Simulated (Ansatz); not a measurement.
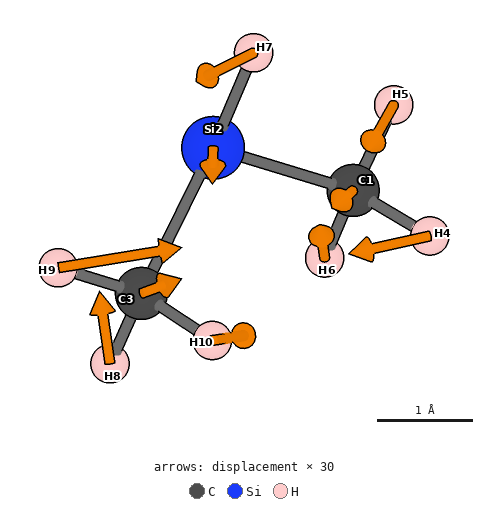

This is a relaxation of C2H7Si (multiplicity 2). The starting structure is drawn; orange arrows show the displacements, magnified 30 times. The two geometries are superimposed by the best rigid fit.

Style: ball-and-stick. Shown from a free direction.

The start comes from PBE-D4/def2-SVP.

Method: Ansatz, UKS PBE0-D4/def2-TZVP. Set-up: force threshold 0.005 eV/Å; at most 150 steps.

Q: Atoms of which element are displaced furthest, and by how much?

A: Hydrogen: up to 0.044 Å, against 0.018 Å for carbon.

Q: Describe the change and its energy.

A: The energy falls by 0.039 eV in 5 geometry steps. The largest force component goes from 0.47 to 0.0026 eV/Å. The largest move after the best rigid fit is that of H9, 0.044 Å. Largest moves by element: H 0.044 Å, C 0.018 Å, Si 0.015 Å. Among the contacts that change: C1–Si2 1.897 → 1.877 Å, Si2–H7 1.514 → 1.495 Å, C1–H4 1.113 → 1.095 Å, C1–H5 1.109 → 1.092 Å.
